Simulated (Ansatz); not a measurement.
# NH3S (Thiohydroxylamine) at 6 levels

We compute a comparison of 6 runs (BHLYP/STO-3G, HSE06/STO-3G, SVWN5/STO-3G, wB97M-V/STO-3G, CCSDT(Q)/STO-3G, CCSDT/STO-3G) of NH3S (Thiohydroxylamine). 

The results are computed with Ansatz 0.2.0.

57 further runs of the same task are left out: 2 that didn't finish, 55 set aside as unsound or not needed.

## 1. The structure to begin with

NH3S: 5 atoms, total charge 0, spin state singlet. SMILES: `NS`. The H3–N1 distance was set to 2.537 Å, away from the relaxed value. At this shape a bond of the SMILES string is far longer than usual.

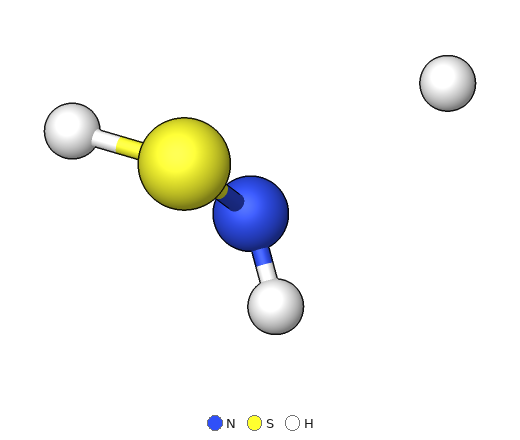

The structure, seen from a chosen angle (nitrogen blue, sulfur yellow, hydrogen white).

## 2. The energy at BHLYP/STO-3G (run 1)

Input file job.yaml:

```yaml
crystal:
  periodic: [false, false, false]
  atoms:
    - symbol: "N"
      position_ang: [-0.429453, 0.682502, -1.142370]
    - symbol: S
      position_ang: [-0.098423, 2.144272, -0.300340]
    - symbol: H
      position_ang: [0.015040, -1.300690, 0.375430]
    - symbol: H
      position_ang: [-1.402683, 0.665182, -1.429880]
    - symbol: H
      position_ang: [0.848747, 2.568342, -1.145530]
basis:
  gaussian: {orbitals: STO-3G}
hamiltonian: {xc: {name: BHLYP}}
accuracy: high
```

On the command line:

```sh
$ ansatz run job.yaml --threads 1 --pin off --max-ram 2610MiB --events-out events.jsonl --progress --plain --runs-dir runs
```

The program printed:

```text
Warning: RAYON_NUM_THREADS=1 ignored (pool sized by the plan → 1); use --threads N
Functional definition: BHLYP
  name "BHLYP"
  parameter a = 0.5
  exchange = (1 - a)*b88_x + a*exact_x
  correlation = lyp_c
287 factors; integrals over basis functions are off by at most 1.4e-8 eV
mean field evaluation 1: about -12217.5924 eV, gradient 2.9e1 eV
mean field evaluation 2: about -12215.6882 eV, gradient 2.0e1 eV
mean field evaluation 4: about -12224.5443 eV, gradient 3.1e0 eV
mean field evaluation 8: about -12224.6280 eV, gradient 7.8e-1 eV
mean field evaluation 16: about -12224.6481 eV, gradient 5.0e-4 eV
mean field -12224.64813967 eV, -449.2475329687 hartree, gradient 8.1e-8 eV, S^2 0.000000; 0 other end points of the search recorded, 0 dependent functions left out
reference -12224.64815848 eV, -449.2475336600 hartree; 13, 13 occupied and 4, 4 virtual orbitals, 287 factors
Total energy: -12224.64815848 eV, -449.2475336600 hartree
```

Wall time 0.89 s (1 thread of Arm Neoverse V1, shared host); peak memory 0.09 GiB.

## 3. The energy at HSE06/STO-3G (run 2)

Input file job.yaml:

```yaml
basis:
  gaussian:
    orbitals: STO-3G
crystal:
  periodic: [false, false, false]
  atoms:
    - {symbol: "N", position_ang: [-0.429453, 0.682502, -1.142370]}
    - {symbol: S, position_ang: [-0.098423, 2.144272, -0.300340]}
    - {symbol: H, position_ang: [0.015040, -1.300690, 0.375430]}
    - {symbol: H, position_ang: [-1.402683, 0.665182, -1.429880]}
    - {symbol: H, position_ang: [0.848747, 2.568342, -1.145530]}
hamiltonian:
  xc: {name: HSE06}
accuracy: high
```

On the command line:

```sh
$ ansatz run job.yaml --threads 1 --pin off --max-ram 2610MiB --events-out events.jsonl --progress --plain --runs-dir runs
```

The program printed:

```text
Warning: RAYON_NUM_THREADS=1 ignored (pool sized by the plan → 1); use --threads N
Functional definition: HSE06
  name "HSE06"
  parameter a = 0.25
  parameter omega = 0.11/bohr
  exchange = pbe_x - a*pbe_x_sr(omega) + a*exact_x_sr(omega)
  correlation = pbe_c
287 factors; integrals over basis functions are off by at most 1.4e-8 eV
55 factors; integrals over basis functions are off by at most 1.6e-9 eV
mean field evaluation 1: about -12208.7980 eV, gradient 4.2e1 eV
mean field evaluation 2: about -12187.6947 eV, gradient 7.6e1 eV
mean field evaluation 4: about -12206.6848 eV, gradient 3.9e1 eV
mean field evaluation 8: about -12218.4118 eV, gradient 1.9e1 eV
mean field evaluation 16: about -12220.7939 eV, gradient 1.2e-8 eV
mean field -12220.79391587 eV, -449.1058928567 hartree, gradient 2.5e-8 eV, S^2 0.000000; 0 other end points of the search recorded, 0 dependent functions left out
reference -12220.79391775 eV, -449.1058929258 hartree; 13, 13 occupied and 4, 4 virtual orbitals, 287 factors
Total energy: -12220.79391775 eV, -449.1058929258 hartree
```

Wall time 1.3 s (1 thread of Arm Neoverse V1, shared host); peak memory 0.092 GiB.

Run 3 isn't shown in full; the table further down has it.

## 4. A single-point energy at wB97M-V/STO-3G (run 4)

Input file run.yaml:

```yaml
crystal:
  periodic: [false, false, false]
  atoms:
    - {symbol: N, position_ang: [-0.429453, 0.682502, -1.142370]}
    - {symbol: S, position_ang: [-0.098423, 2.144272, -0.300340]}
    - {symbol: H, position_ang: [0.015040, -1.300690, 0.375430]}
    - {symbol: H, position_ang: [-1.402683, 0.665182, -1.429880]}
    - {symbol: H, position_ang: [0.848747, 2.568342, -1.145530]}
basis:
  gaussian: {orbitals: STO-3G}
hamiltonian: {xc: {name: wB97M-V}}
accuracy: high
```

On the command line:

```sh
$ ansatz run run.yaml --threads 1 --pin off --max-ram 2610MiB --events-out events.jsonl --progress --plain --runs-dir runs
```

The program printed, shortened:

```text
Warning: RAYON_NUM_THREADS=1 ignored (pool sized by the plan → 1); use --threads N
Functional definition: wB97M-V
  name "wB97M-V"
[...]
  gx(w, u) = 1 - cx + cx01*u + cx10*w
  gss(w, u) = css00 + css04*u^4 + css10*w + css20*w^2 + css43*w^4*u^3
  gos(w, u) = cos00 + cos10*w + (cos20 + cos21*u)*w^2 + (cos60 + cos61*u)*w^6
[...]
      + integral(e_c_pw_mod_opposite_spin*gos(b97_w_opposite, b97_u_opposite)) + vv10(b, c)
287 factors; integrals over basis functions are off by at most 1.4e-8 eV
129 factors; integrals over basis functions are off by at most 5.0e-10 eV
[...]
mean field -12226.44638803 eV, -449.3136173770 hartree, gradient 2.3e-8 eV, S^2 0.000000; 0 other end points of the search recorded, 0 dependent functions left out
reference -12226.44639054 eV, -449.3136174694 hartree; 13, 13 occupied and 4, 4 virtual orbitals, 287 factors
Total energy: -12226.44639054 eV, -449.3136174694 hartree
```

Run time: 16 s. Hardware: 1 thread of Arm Neoverse V1, shared host; peak memory 0.25 GiB.

Run 5 isn't shown in full; the table further down has it.

## 5. A single-point energy at CCSDT/STO-3G (run 6)

Input file job.yaml:

```yaml
crystal:
  periodic: [false, false, false]
  atoms:
    - {symbol: N, position_ang: [-0.429453, 0.682502, -1.142370]}
    - {symbol: S, position_ang: [-0.098423, 2.144272, -0.300340]}
    - {symbol: H, position_ang: [0.015040, -1.300690, 0.375430]}
    - {symbol: H, position_ang: [-1.402683, 0.665182, -1.429880]}
    - {symbol: H, position_ang: [0.848747, 2.568342, -1.145530]}
basis:
  gaussian: {orbitals: STO-3G}
scf: {omitted_lower_state_checks: [cluster_reference, increment]}
correlation: {method: ccsdt, frozen_orbitals: {H: 0, "N": 1, S: 5}}
accuracy: high
```

On the command line:

```sh
$ ansatz run job.yaml --threads 1 --pin off --max-ram 2610MiB --events-out events.jsonl --progress --plain --runs-dir runs
```

The program printed:

```text
Warning: RAYON_NUM_THREADS=1 ignored (pool sized by the plan → 1); use --threads N
[... 12 lines left out ...]
6 core orbitals not correlated: weight in the atoms' cores, before any rotation towards them, 1.000 or more for the frozen orbitals, at most 0.000 for the correlated occupied ones
[... 43 lines left out ...]
WARN: these amplitudes may be one of several solutions (largest doubles amplitude 0.77, level shift 11.26 eV)
Total energy: -12205.86980915 eV, -448.5574420506 hartree
Checks for a lower state left out: cluster_reference, increment
```

Run time: 0.24 s. Hardware: 1 thread of Arm Neoverse V1, shared host.

## 6. Overview of the runs

| run | level | frozen core orbitals | energy (Eh) | wall time |
| --- | --- | --- | --- | --- |
| 1 | BHLYP/STO-3G | – | -449.247534 | 0.89 s |
| 2 | HSE06/STO-3G | – | -449.105893 | 1.3 s |
| 3 | SVWN5/STO-3G | – | -447.438834 | 0.72 s |
| 4 | wB97M-V/STO-3G | – | -449.313617 | 16 s |
| 5 | CCSDT(Q)/STO-3G | 6 | -448.558221 | 0.26 s |
| 6 | CCSDT/STO-3G | 6 | -448.557442 | 0.24 s |

## 7. Summary of results

```
                                          quantity          value
                               run 6: total energy  -448.55744 Eh
run 6: correlation energy (6 core orbitals frozen)     -293.8 mEh
                              run 6: T1 diagnostic          0.044
```

**Reading.** Totals of different functionals can't be ranked against each other. In runs 5, 6 the log says that unrestricted orbitals would lower the reference, so the values rest on an unstable closed-shell determinant (other closed-shell runs at this shape may share the fault). In runs 1, 2, 3, 4, 5, 6 the basis is minimal, so the values are rough. In runs 1, 2, 3, 4 a closed-shell determinant meets a far-stretched bond, which it describes badly. All runs together took 19 s, the longest 16 s.
